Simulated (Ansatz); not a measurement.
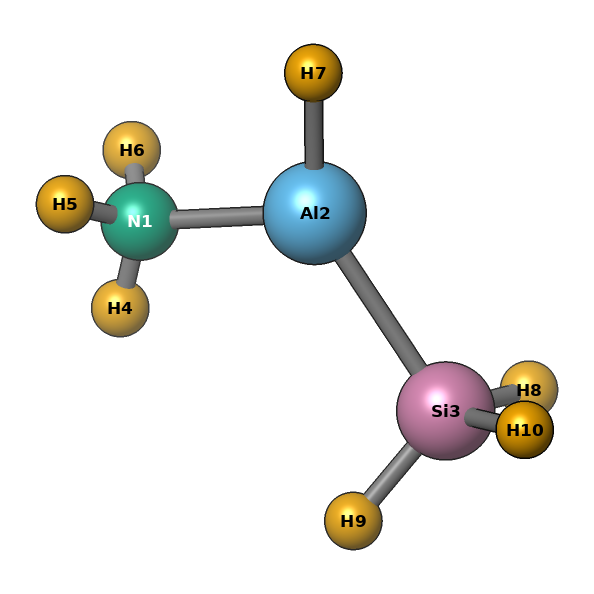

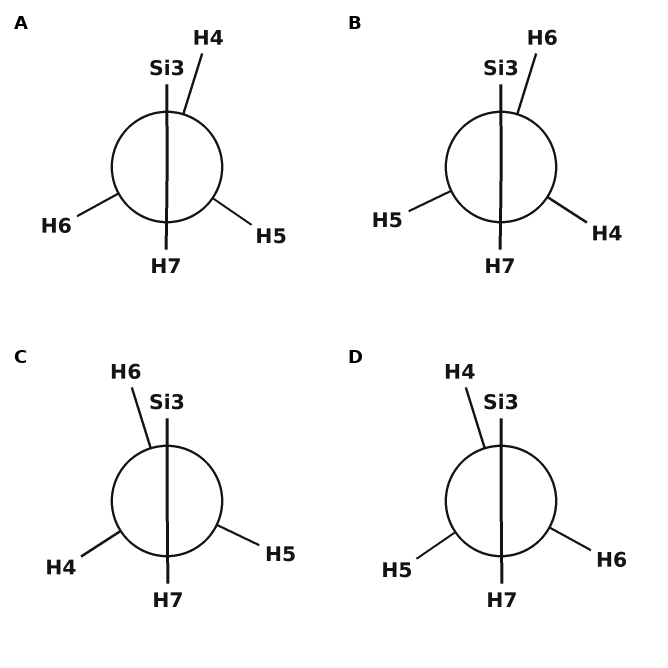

Depth is shown by fading: the farther an atom, the more it takes the colour of the background. Bonds that would overlap in a projection are set slightly apart. State: charge +1, singlet. Computed geometry: PBE0-D4/def2-TZVP optimisation. No frequency run is at hand to confirm it as a minimum.

> Which Newman projection shows the view along Al2–N1, with Al2 in front?

A. The torsion angle Si3–Al2–N1–H4 is 3°, synperiplanar (eclipsed).
